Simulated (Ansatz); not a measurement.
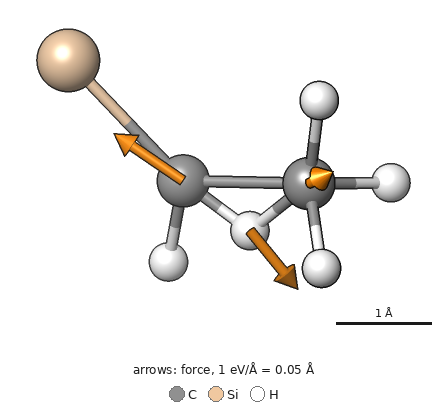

Starting geometry of C2H5Si (charge −1) with the computed forces as orange arrows. The picture is a ball-and-stick view, seen at a tilt.

It is one of the separated reactants of a reaction.

Computed with RKS PBE-D4/def2-SVPD in Ansatz. Set-up: force threshold 0.03 eV/Å; at most 250 steps.

> What follows when this structure is relaxed?

It isn't relaxed: the largest force vector, on a C atom, is 17.93 eV/Å. The final displacements run against the starting forces (cosine between the two patterns −0.33). An H atom moves most after the best rigid fit: 1.50 Å. By element the largest moves are H 1.50 Å, Si 0.52 Å, C 0.20 Å. Among the contacts that change: C–H 1.060 → 2.194 Å, C–H 0.876 → 1.125 Å, C–Si 1.764 → 1.946 Å, C–C 1.503 → 1.542 Å. Bonds break: C–H (1.06 → 2.19 Å). Among the angles between lasting bonds that change: Si–C–H 168.1° → 98.1°, C–C–H 43.7° → 109.8°, H–C–H 69.8° → 103.7°. Over 19 accepted moves (20 points after the start) the energy falls by 636.7 kJ/mol. The largest force component goes from 15 to 0.0061 eV/Å. The line search rejected the trial step at point 15 of the run.
